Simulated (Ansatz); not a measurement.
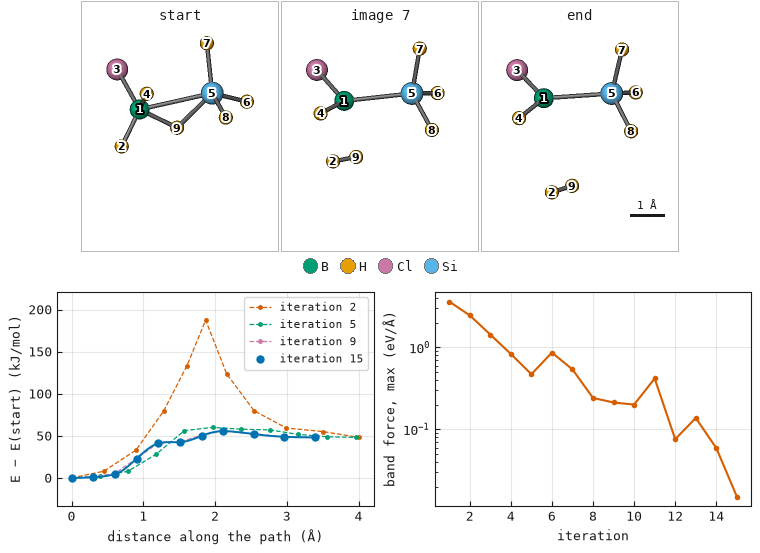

NEB run on BSiH$_{6}$Cl. Images are numbered from 0 (start) to 10 (end). The plot follows the band through its iterations. Style: ball-and-stick. Shown at a tilt.

Computed with RKS PBE-D4/def2-SVP (Ansatz). Run with 9 movable images; climbing image; force threshold 0.05 eV/Å; iteration limit 60; starting path through a guess of the saddle point.

Q: How did the profile develop, and is the result final?

A: The result is final at these settings. The band converged in 15 iterations. The largest component of the band force went from 3.6 to 0.015 eV/Å. The climbing image converged on the top of the path. Its vibrational analysis gives one imaginary mode (365i cm⁻¹), as a transition state must have. The first iteration put the highest image at 359.1 kJ/mol. Forward barrier 55.6 kJ/mol, backward barrier 7.5 kJ/mol, with image 7 at the top; the reaction energy is +48.1 kJ/mol.

The run took 5 min on 1 thread of Arm Neoverse V1 (shared host), peak memory 0.14 GiB.
